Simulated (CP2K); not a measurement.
# BF2 (SMILES F[B]F) at USVWN5/cc-pVTZ

What is the vertical ionisation energy of BF2 at USVWN5/cc-pVTZ? 

The calculation is run with CP2K 2026.2.

**1. The molecule**

The species is BF2 (3 atoms), meant as a doublet with charge 0. As SMILES, `F[B]F`. Geometry: relaxed at PBE0-D4/def2-TZVP.

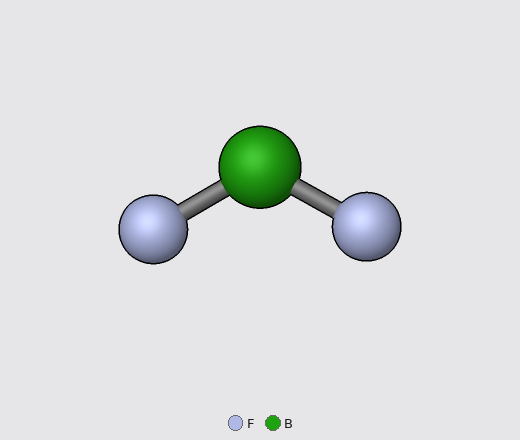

The structure, seen from a chosen angle (fluorine light blue, boron green).

**2. A single-point energy at USVWN5/cc-pVTZ**

molecule.inp reads:

```
&GLOBAL
  PROJECT molecule
  RUN_TYPE ENERGY
  PRINT_LEVEL MEDIUM
&END
&FORCE_EVAL
  METHOD QUICKSTEP
  &DFT
    BASIS_SET_FILE_NAME ./cc_pvtz.basis
    POTENTIAL_FILE_NAME POTENTIAL
    CHARGE 0
    MULTIPLICITY 2
    UKS T
    &QS
      METHOD GAPW
      EPS_DEFAULT 1.0E-10
    &END
    &MGRID
      CUTOFF 280
      REL_CUTOFF 50
      NGRIDS 4
    &END
    &POISSON
      PERIODIC NONE
      POISSON_SOLVER MULTIPOLE
    &END
    &SCF
      SCF_GUESS ATOMIC
      EPS_SCF 1.0E-06
      MAX_SCF 40
      &OT ON
        MINIMIZER CG
        PRECONDITIONER FULL_SINGLE_INVERSE
        LINESEARCH 3PNT
      &END
      &OUTER_SCF
        EPS_SCF 1.0E-06
        MAX_SCF 10
      &END
    &END
    &XC
      &XC_FUNCTIONAL
        &LDA_X
        &END
        &LDA_C_VWN
        &END
      &END
    &END
    &PRINT
      &MOMENTS
        PERIODIC F
        REFERENCE COM
        MAX_MOMENT 1
      &END
      &MO_CUBES
        NLUMO 5
        NHOMO -1
        WRITE_CUBE F
      &END
      &LOWDIN ON
      &END
      &HIRSHFELD OFF
      &END
    &END
  &END
  &SUBSYS
    &CELL
      ABC [angstrom] 8.3 8.8 7.5
      PERIODIC NONE
    &END
    &COORD
      F      4.808000     3.508400     3.996650
      B      4.573900     4.793200     4.017950
      F      3.492000     5.291600     3.482050
    &END
    &KIND F
      BASIS_SET cc-pVTZ
      POTENTIAL ALL
      LEBEDEV_GRID 194
      RADIAL_GRID 100
    &END
    &KIND B
      BASIS_SET cc-pVTZ
      POTENTIAL ALL
      LEBEDEV_GRID 194
      RADIAL_GRID 100
    &END
  &END
&END
```

Launch:

```bash
$ OMP_NUM_THREADS=1 cp2k.psmp molecule.inp > molecule.out
```

Log:

```text
CP2K| version string:                                       CP2K version 2026.2
[...]
 GLOBAL| Method name                                                        CP2K
[...]
 GLOBAL| Run type                                                         ENERGY
[...]
 DFT| Spin unrestricted (spin-polarized) Kohn-Sham calculation               UKS
 DFT| Multiplicity                                                             2
[...]
 DFT| Charge                                                                   0
[...]
 FUNCTIONAL| LDA_X:
[...]
 FUNCTIONAL| LDA_C_VWN:
[...]
 QS| Method:                                                                GAPW
[...]
 QS| Density cutoff [a.u.]:                                                140.0
[...]
 QS| Relative density cutoff [a.u.]:                                        25.0
[...]
                             - Atoms:                                          3
[...]
                             - Spherical basis functions:                     90
[...]
 Number of electrons:                                                         12
[...]
     1 OT CG       0.64E-01    0.8     0.34574917      -208.3523998605 -2.08E+02
[...]
    19 OT CG       0.11E-01    0.8     0.00000078      -223.1211575024 -2.80E-11
  *** SCF run converged in    19 steps ***
[...]
  Overlap energy of the core charge distribution:               0.00001373790659
  Self energy of the core charge distribution:               -225.37911717840331
  Core Hamiltonian energy:                                    -15.81106892136599
  Hartree energy:                                              33.63889602677477
  Exchange-correlation energy:                                 -9.81456243693966
[...]
                     Mulliken Population Analysis
 #  Atom  Element  Kind  Atomic population (alpha,beta) Net charge  Spin moment
       1     F        1         4.554561     4.531499    -0.086060     0.023062
       2     B        2         2.890966     1.936970     0.172065     0.953996
       3     F        1         4.554473     4.531531    -0.086005     0.022942
 # Total charge and spin       12.000000    11.000000     0.000000     1.000000
[...]
  Dipole moment [Debye]
    X=  0.7247849E-01 Y=  0.7082911E-01 Z=  0.4681510E-01  Total=      0.1116313
[...]
 HOMO - LUMO gap [eV] :    7.042785
 ENERGY| Total FORCE_EVAL ( QS ) energy [hartree]           -223.121157502373421
[...]
```

Wall time 3.3 min (1 thread of Intel Xeon Platinum 8488C (Sapphire Rapids), shared host); peak memory 0.42 GiB.

**3. The singlet cation, same level**

molecule.xyz reads:

```xyz
3

F      0.513100    -1.044300     0.160000
B      0.279000     0.240500     0.181300
F     -0.802900     0.738900    -0.354600
```

gas.inp reads:

```
&GLOBAL
 PROJECT gas
 RUN_TYPE ENERGY
 PRINT_LEVEL MEDIUM
&END GLOBAL

&FORCE_EVAL
 METHOD Quickstep
 &DFT
  BASIS_SET_FILE_NAME ./cc_pvtz.basis
  POTENTIAL_FILE_NAME POTENTIAL
  CHARGE 1
  MULTIPLICITY 1
  &QS
   METHOD GAPW
   EPS_DEFAULT 1.0E-10
  &END QS
  &MGRID
   CUTOFF 280
   REL_CUTOFF 50
   NGRIDS 4
  &END MGRID
  &POISSON
   PERIODIC NONE
   POISSON_SOLVER MULTIPOLE
  &END POISSON
  &SCF
   SCF_GUESS ATOMIC
   EPS_SCF 1.0E-06
   MAX_SCF 50
   &OT ON
    MINIMIZER DIIS
    PRECONDITIONER FULL_ALL
   &END OT
   &OUTER_SCF
    EPS_SCF 1.0E-06
    MAX_SCF 8
   &END OUTER_SCF
  &END SCF
  &XC
   &XC_FUNCTIONAL
    &LDA_X
    &END LDA_X
    &LDA_C_VWN
    &END LDA_C_VWN
   &END XC_FUNCTIONAL
  &END XC
  &PRINT
   &MOMENTS
    PERIODIC F
    REFERENCE COM
    MAX_MOMENT 1
   &END MOMENTS
   &MO_CUBES
    NLUMO 3
    NHOMO -1
    WRITE_CUBE F
   &END MO_CUBES
   &LOWDIN ON
   &END LOWDIN
   &HIRSHFELD OFF
   &END HIRSHFELD
  &END PRINT
 &END DFT
 &SUBSYS
  &CELL
   ABC [angstrom] 8.3 8.8 7.5
   PERIODIC NONE
  &END CELL
  &TOPOLOGY
   COORD_FILE_NAME molecule.xyz
   COORD_FILE_FORMAT XYZ
   &CENTER_COORDINATES
   &END CENTER_COORDINATES
  &END TOPOLOGY
  &KIND F
   BASIS_SET cc-pVTZ
   POTENTIAL ALL
   LEBEDEV_GRID 194
   RADIAL_GRID 100
  &END KIND
  &KIND B
   BASIS_SET cc-pVTZ
   POTENTIAL ALL
   LEBEDEV_GRID 194
   RADIAL_GRID 100
  &END KIND
 &END SUBSYS
&END FORCE_EVAL
```

Launch:

```bash
$ OMP_NUM_THREADS=1 cp2k.psmp -i gas.inp > gas.out 2>&1
```

Log:

```text
CP2K| version string:                                       CP2K version 2026.2
[...]
 GLOBAL| Method name                                                        CP2K
[...]
 GLOBAL| Run type                                                         ENERGY
[...]
 DFT| Spin restricted Kohn-Sham (RKS) calculation                            RKS
 DFT| Multiplicity                                                             1
[...]
 DFT| Charge                                                                   1
[...]
 FUNCTIONAL| LDA_X:
[...]
 FUNCTIONAL| LDA_C_VWN:
[...]
 QS| Method:                                                                GAPW
[...]
 QS| Density cutoff [a.u.]:                                                140.0
[...]
 QS| Relative density cutoff [a.u.]:                                        25.0
[...]
                             - Atoms:                                          3
[...]
                             - Spherical basis functions:                     90
[...]
 Number of electrons:                                                         22
[...]
     1 OT DIIS     0.15E+00    0.5     0.43556889      -206.2801525532 -2.06E+02
[...]
    44 OT DIIS     0.15E+00    0.4     0.00000087      -222.7478770178 -9.34E-10
  *** SCF run converged in    44 steps ***
[...]
  Overlap energy of the core charge distribution:               0.00001373790659
  Self energy of the core charge distribution:               -225.37911717840331
  Core Hamiltonian energy:                                    -16.45410417594302
  Hartree energy:                                              34.26612777440535
  Exchange-correlation energy:                                 -9.46796201028810
[...]
                     Mulliken Population Analysis
 #  Atom  Element  Kind  Atomic population                           Net charge
       1     F        1          8.887629                              0.112371
       2     B        2          4.223342                              0.776658
       3     F        1          8.889028                              0.110972
 # Total charge                             22.000000                  1.000000
[...]
  Dipole moment [Debye]
    X=  0.2121887E+01 Y=  0.1968418E+01 Z=  0.1399673E+01  Total=      3.2149897
[...]
 WARNING : did not converge in ot_eigensolver
 number of iterations          299  exceeded maximum
 current gradient / target gradient   2.5509304907241503E-005  /    1.0000000000000001E-005
[...]
 HOMO - LUMO gap [eV] :    4.925487
 ENERGY| Total FORCE_EVAL ( QS ) energy [hartree]           -222.747877017833275
[...]
```

Wall time 25 s (1 thread of Intel Xeon Platinum 8488C (Sapphire Rapids), shared host); peak memory 0.4 GiB.

**4. What came out**

Level: USVWN5/cc-pVTZ.

```
                                          quantity          value
                         doublet BF2: total energy  -223.12116 Eh
                        doublet BF2: dipole moment         0.11 D
   doublet BF2: HOMO energy (highest over α and β)       -5.64 eV
    doublet BF2: LUMO energy (lowest over α and β)       -3.67 eV
                                 doublet BF2: ⟨S²⟩          0.752
                      singlet cation: total energy  -222.74788 Eh
                       singlet cation: HOMO energy      -19.41 eV
                       singlet cation: LUMO energy      -14.49 eV
                     singlet cation: HOMO–LUMO gap        4.93 eV
vertical ionisation energy (to the singlet cation)      10.157 eV
```

What this shows: Removing an electron at fixed nuclei costs 10.16 eV (980 kJ/mol). Only the singlet of the ionised species was computed; a triplet could lie lower. Mulliken charges (doublet BF2) run from -0.09 on F1 to +0.17 on B2.
